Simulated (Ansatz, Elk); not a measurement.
## Bonding as seen by X-rays: AlC

Structure refinements treat a crystal as free atoms side by side. For a made-up structure of AlC (cell and positions from a PBE relaxation) the runs below show what the calculated density changes in F(hkl).

Main program and level: Elk 11.2.3 (patched build); DFT, PBE, all-electron APW+lo, Dirac cores, scalar-relativistic bands, static density, no spin.

The structure was built from a prototype and need not be the compound's stable phase.

**1. The starting structure**

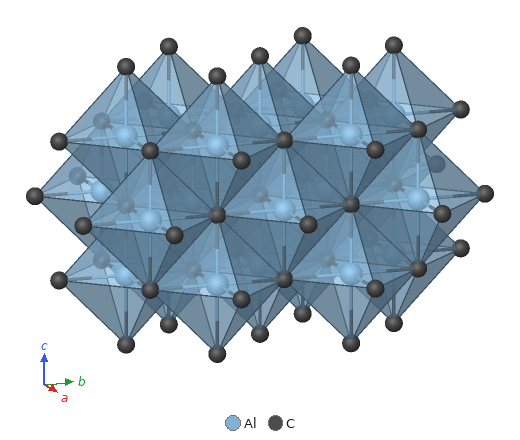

The starting structure, seen slightly off an axis (aluminium light blue, carbon dark grey). 1×2×1 cells are drawn. This picture shows the conventional cell, with its axes. Some periodic images of atoms are drawn too.

**2. Ground state and structure factors**

An all-electron density is needed, since X-rays see the cores too. Task 0 finds the density and task 195 Fourier-transforms it; tshift is off so that phases refer to the origin typed.

The input, elk.in:

```
tasks
  0
  195

xctype
  20

spinpol
  .false.

rgkmax
  7.0

gmaxvr
  14.0

lmaxo
  7

lmaxapw
  8

swidth
  0.002

tshift
  .false.

ramdisk
  .false.

hmaxvr
  5.5

maxscl
  120

epspot
  1e-06

sppath
  './'

avec
  -0.00000000000 4.03382980166 4.03382980166
  4.03382980166 -0.00000000000 4.03382980166
  4.03382980166 4.03382980166 0.00000000000

atoms
  2
  'Al.in'
  1
  0.5000000000 0.5000000000 0.5000000000   0.000000 0.000000 0.000000
  'C.in'
  1
  -0.0000000000 0.0000000000 0.0000000000   0.000000 0.000000 0.000000

ngridk
  9 9 9
```

Run with:

```console
$ OMP_NUM_THREADS=4 elk
```

Numbers of over 12 decimals in the logs are rounded to 6 here.

The log of the run:

```text
┌─────────────────────────┐
│ Elk code version 11.2.3 │
└─────────────────────────┘

All units are atomic (Hartree, Bohr, etc.)

┌─────────────────────────────────────────────────┐
│ Ground-state run starting from atomic densities │
└─────────────────────────────────────────────────┘

Lattice vectors :
  -0.000000000       4.033829802       4.033829802
   4.033829802      -0.000000000       4.033829802
   4.033829802       4.033829802       0.000000000

Reciprocal lattice vectors :
 -0.7788114046      0.7788114046      0.7788114046
  0.7788114046     -0.7788114046      0.7788114046
  0.7788114046      0.7788114046     -0.7788114046

Unit cell volume      :    131.2752053
Brillouin zone volume :    1.889543519

Muffin-tin inner radius fraction :   0.1000000000E-01

Nuclei treated as point charges

Species : 1 (Al)
 parameters loaded from : Al.in
 name : aluminium
 nuclear charge    :   -13.00000000
 electronic charge :    13.00000000
 atomic mass :    49184.33496
 muffin-tin radius :    2.191106391
 number of radial points in muffin-tin :    793
 inner part over the whole radius :   0.9833308171E-02
 number on inner part of muffin-tin    :    552
 approximate nuclear radius :   0.5839653600E-04
 number of mesh points to nuclear radius :    244
 atomic positions (lattice), magnetic fields (Cartesian) :
  1 :   0.50000000  0.50000000  0.50000000    0.00000000  0.00000000  0.00000000

Species : 2 (C)
 parameters loaded from : C.in
 name : carbon
 nuclear charge    :   -6.000000000
 electronic charge :    6.000000000
 atomic mass :    21894.16674
 muffin-tin radius :    1.792723411
 number of radial points in muffin-tin :    593
 inner part over the whole radius :   0.9927473183E-02
 number on inner part of muffin-tin    :    406
 approximate nuclear radius :   0.4747601631E-04
 number of mesh points to nuclear radius :    166
 atomic positions (lattice), magnetic fields (Cartesian) :
  1 :   0.00000000  0.00000000  0.00000000    0.00000000  0.00000000  0.00000000

Total number of atoms per unit cell :    2
Total muffin-tin volume :    68.19745548
 ratio of muffin-tin to unit cell volume :   0.5194998957

Spin treatment :
 spin-unpolarised

Number of Bravais lattice symmetries :   48
Number of crystal symmetries         :   48
Crystal has inversion symmetry
Real symmetric eigensolver will be used

k-point grid :      9     9     9
k-point offset :    0.000000000       0.000000000       0.000000000
k-point set is reduced with full crystal symmetry group
Total number of k-points :       35

Muffin-tin radius times maximum |G+k| :    7.000000000
 using average radius
Maximum |G+k| for APW functions       :    3.514206353
Maximum (1/2)|G+k|²                   :    6.174823147
Maximum |G| for potential and density :    14.00000000
Constant for pseudocharge density :    8
 order of it for each species :   15  15
 order of it for pair densities of each species (exact exchange by exxq0 0: 16) :   12   7
Radial integration step length :    1

G-vector grid sizes :     27    27    27
Number of G-vectors :     6081

Maximum angular momentum used for
 APW functions            :    8
 outer part of muffin-tin :    7
 inner part of muffin-tin :    2

Total nuclear charge    :   -19.00000000
Total core charge       :    6.000000000
Total valence charge    :    13.00000000
Total excess charge     :    0.000000000
Total electronic charge :    19.00000000

Effective Wigner radius, rₛ :    1.181535656

Number of empty states         :      8
Total number of valence states :     15
Total number of core states    :      6

Third-order local-orbitals added for an l without core states : T
Total number of local-orbitals :     18

Exchange-correlation functional :     20     0     0
 Perdew-Burke-Ernzerhof, Phys. Rev. Lett. 77, 3865 (1996)
 gradient requirement :    1
 generalised gradient approximation (GGA)

Smearing type :    3
 Fermi-Dirac
Smearing width :   0.2000000000E-02
Effective electronic temperature (K) :    631.5500496

Mixing type :    3
[...]
xc potential                :     -32.340607727335
 exchange                    :     -23.413498110233
 correlation                 :    -0.718905
 electron entropic           :    -0.50987407741553E-03
 total energy                :     -281.17839535343

Density of states at Fermi energy :    42.29201817
 (states/Hartree/unit cell)

Estimated indirect band gap :   0.3889452177E-03
 from k-point 27 to k-point 9
Estimated direct band gap   :   0.1111994226E-01
 at k-point 9

Charges :
 core                        :    6.000000000
 valence                     :    13.00000000
 interstitial                :    2.234360438
 muffin-tins (core leakage)
  species : 1 (Al)
   atom 1                    :    11.21847434     (  0.5380915801E-03)
  species : 2 (C)
   atom 1                    :    5.547165221     (  0.3624386730E-05)
 total in muffin-tins        :    16.76563956
 total calculated charge     :    18.99889648
 total charge                :    19.00000000
 error                       :   0.1103515619E-02

RMS change in Kohn-Sham potential (target) :    2.481136463     (  0.1000000000E-05)
Absolute change in total energy (target)   :   0.7637688459E-01 (  0.1000000000E-03)

[... loops 3 to 13 left out ...]

┌──────────────────┐
│ Loop number : 14 │
└──────────────────┘

Energies :
 Fermi                       :     0.301791
 sum of occupied eigenvalues :     -147.19393691987
 electron kinetic            :      281.21356625238
 core electron kinetic       :      212.82971218572
 Coulomb                     :     -538.03659254615
 Coulomb potential           :     -397.37067731955
 nuclear-nuclear             :     -68.786680867677
 electron-nuclear            :     -543.13767025768
 Hartree                     :      73.887758579204
 Madelung                    :     -339.35125388638
 xc potential                :     -31.036825852710
 exchange                    :     -23.337773470896
 correlation                 :    -0.727072
 electron entropic           :    -0.45727149570344E-03
 total energy                :     -280.88832953238

Density of states at Fermi energy :    38.25334318
 (states/Hartree/unit cell)

Estimated indirect band gap :   0.7037032169E-03
 from k-point 27 to k-point 18
Estimated direct band gap   :   0.1240787695E-01
 at k-point 9

Charges :
 core                        :    6.000000000
 valence                     :    13.00000000
 interstitial                :    2.366137074
 muffin-tins (core leakage)
  species : 1 (Al)
   atom 1                    :    11.37895504     (  0.5016497501E-03)
  species : 2 (C)
   atom 1                    :    5.254907887     (  0.3780274780E-05)
 total in muffin-tins        :    16.63386293
 total calculated charge     :    18.99900316
 total charge                :    19.00000000
 error                       :   0.9968409627E-03

RMS change in Kohn-Sham potential (target) :   0.4104004467E-06 (  0.1000000000E-05)
Absolute change in total energy (target)   :   0.3219934899E-04 (  0.1000000000E-03)

Convergence targets achieved

┌──────────────────┐
│ Loop number : 15 │
└──────────────────┘

Energies :
 Fermi                       :     0.301791
 sum of occupied eigenvalues :     -147.19393835853
 electron kinetic            :      281.21356572363
 core electron kinetic       :      212.82971161806
 Coulomb                     :     -538.03659327472
 Coulomb potential           :     -397.37067753222
 nuclear-nuclear             :     -68.786680867677
 electron-nuclear            :     -543.13767149649
 Hartree                     :      73.887759089446
 Madelung                    :     -339.35125450861
 xc potential                :     -31.036826549933
 exchange                    :     -23.337773539012
 correlation                 :    -0.727072
 electron entropic           :    -0.45727150397028E-03
 total energy                :     -280.88833085445

Density of states at Fermi energy :    38.25334409
 (states/Hartree/unit cell)

Estimated indirect band gap :   0.7037028513E-03
 from k-point 27 to k-point 18
Estimated direct band gap   :   0.1240787460E-01
 at k-point 9

Charges :
 core                        :    6.000000000
 valence                     :    13.00000000
 interstitial                :    2.366137036
 muffin-tins (core leakage)
  species : 1 (Al)
   atom 1                    :    11.37895506     (  0.5016496692E-03)
  species : 2 (C)
   atom 1                    :    5.254907905     (  0.3780273952E-05)
 total in muffin-tins        :    16.63386296
 total calculated charge     :    18.99900316
 total charge                :    19.00000000
 error                       :   0.9968408731E-03

┌──────────────────────────────┐
│ Self-consistent loop stopped │
└──────────────────────────────┘

Warning : core states of species 1 leak from the muffin-tin :   0.5016496692E-03

Wrote STATE.OUT
```

The job ended after 4 s (4 threads of Arm Neoverse V1, shared host; peak memory 0.16 GiB).

SFACRHO.OUT:

```text

h k l indices transformed by vhmat matrix:
   1.000000000       0.000000000       0.000000000    
   0.000000000       1.000000000       0.000000000    
   0.000000000       0.000000000       1.000000000    

      h      k      l  multipl.   |H|            Re(F)            Im(F)           |F|

      0      0      0      1   0.0000000       19.000000      0.28804882E-16   19.000000    
      0      0      1      8   1.3489409      -5.2998247      0.98602516E-15   5.2998247    
      0     -1     -1      6   1.5576228       11.930139      0.21210445E-14   11.930139    
      0      1     -1     12   2.2028113       9.7528792     -0.85708669E-15   9.7528792    
      2      0      1     24   2.5830252      -4.9257140      0.25626032E-14   4.9257140    
      0      0      2      8   2.6978818       8.5881542     -0.16098979E-14   8.5881542    
     -2     -2      0      6   3.1152456       7.8096078      0.29882188E-14   7.8096078    
      0     -1      2     24   3.3947602      -3.9157797      0.31719928E-14   3.9157797    
     -1      1      2     24   3.4829505       7.0922375     -0.13221471E-14   7.0922375    
     -1     -1      2     24   3.8153811       6.5240857      0.10511608E-14   6.5240857    
      3      2      0     24   4.0468228      -3.1002848      0.28207710E-14   3.1002848    
      3      0      0      8   4.0468228      -3.1055097      0.16979598E-14   3.1055097    
     -2      2      0     12   4.4056226       5.6327968     -0.91060348E-15   5.6327968    
      3      4      2     48   4.6075104      -2.5025303     -0.96573101E-14   2.5025303    
      1     -3      0     24   4.6728684       5.2814024      0.97518933E-15   5.2814024    
     -3      0     -3      6   4.6728684       5.2858550      0.28400814E-14   5.2858550    
      1     -3     -2     24   4.9256358       4.9730964      0.17505418E-14   4.9730964    
      1      0      4     24   5.1070079      -2.0690750      0.21219436E-14   2.0690750
```

Elk indexes on the primitive cell of elk.in and gives |H| = 4π sin θ/λ in inverse bohr. Below, one row stands for each form hkl of the conventional cell (m members, Friedel mates merged), F is for one primitive cell and the density is static (no thermal factor). Free-atom factors are Waasmaier and Kirfel's, and R is Σm||F|−|F'||/Σm|F|.

```
hkl   m  sin θ/λ (Å⁻¹)  abs F, DFT  neutral atoms   diff.
111   8          0.203       5.300          5.597  -0.297
200   6          0.234      11.930         11.791  +0.139
220  12          0.331       9.753          9.804  -0.051
311  24          0.388       4.926          4.901  +0.024
222   8          0.406       8.588          8.631  -0.043
400   6          0.469       7.810          7.772  +0.038
331  24          0.510       3.916          3.920  -0.004
420  24          0.524       7.092          7.091  +0.002
422  24          0.574       6.524          6.528  -0.004
511  24          0.609       3.100          3.105  -0.005
333   8          0.609       3.106          3.105  +0.000
440  12          0.662       5.633          5.643  -0.010
531  48          0.693       2.502          2.498  +0.004
442  24          0.703       5.281          5.288  -0.007
600   6          0.703       5.286          5.288  -0.003
620  24          0.741       4.973          4.979  -0.006
533  24          0.768       2.069          2.055  +0.014
622  24          0.777       4.701          4.707  -0.006
444   8          0.811       4.460          4.466  -0.006
```

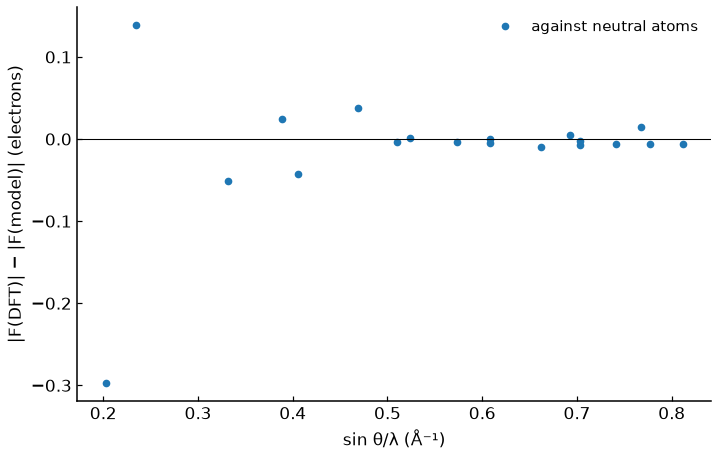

Difference between the calculated structure factors and the independent-atom ones.

**3. The highest occupied states alone**

An energy window below the Fermi level keeps the highest occupied states, to see at which angles they scatter; shallow core shells can lie inside it and anion s states outside. No new self-consistency is needed.

Edit elk.in of step 2 so:

```diff
@@ -1,3 +1,2 @@
 tasks
-  0
   195
@@ -40,2 +39,5 @@
 
+wsfac
+  -0.065700 0.601790
+
 sppath
```

Run with:

```console
$ OMP_NUM_THREADS=4 elk
```

The log of the run:

```text
┌─────────────────────────────────┐
│ Elk code version 11.2.3 started │
└─────────────────────────────────┘

Info(readinput): the functional depends on the density's gradient
 muffin-tin radial points multiplied by    2.00000
 (not where nrmtscf is given)

┌────────────────────┐
│ Current task : 195 │
└────────────────────┘
Info(checkmt): changed muffin-tin radius of species 1 (Al) from   2.2000 to   2.1911
Info(checkmt): changed muffin-tin radius of species 2 (C) from   1.8000 to   1.7927

Info(sfacrho): density structure factors written to SFACRHO.OUT

 Energy window :  -0.6570000000E-01  0.6017900000

┌──────────────────┐
│ Elk code stopped │
└──────────────────┘
```

The job ended after 1.2 s (4 threads; peak memory 0.16 GiB).

States within 10 eV below the Fermi level hold 5.54 electrons; any levels below the window count with the cores, and a count that is not whole means the window cuts a band. Their amplitudes can exceed the total, where window and core parts have opposite phase:

```
hkl  sin θ/λ (Å⁻¹)  abs F, window  abs F, all
111          0.203          1.349       5.300
200          0.234          1.093      11.930
220          0.331          0.278       9.753
311          0.388          0.157       4.926
222          0.406          0.105       8.588
400          0.469          0.108       7.810
331          0.510          0.034       3.916
420          0.524          0.054       7.092
422          0.574          0.039       6.524
511          0.609          0.061       3.100
```

[end of part 1 of 2]

[Logs are printed without paths, hosts, clocks, repeated set-up lines and the standing remarks that a program may print on its own settings, such as how far it seeks lower states.]

[Hosts, paths, dates, database ids (printed as entryN), source tags and the programs' standing remarks are cut or masked in the printed files.]
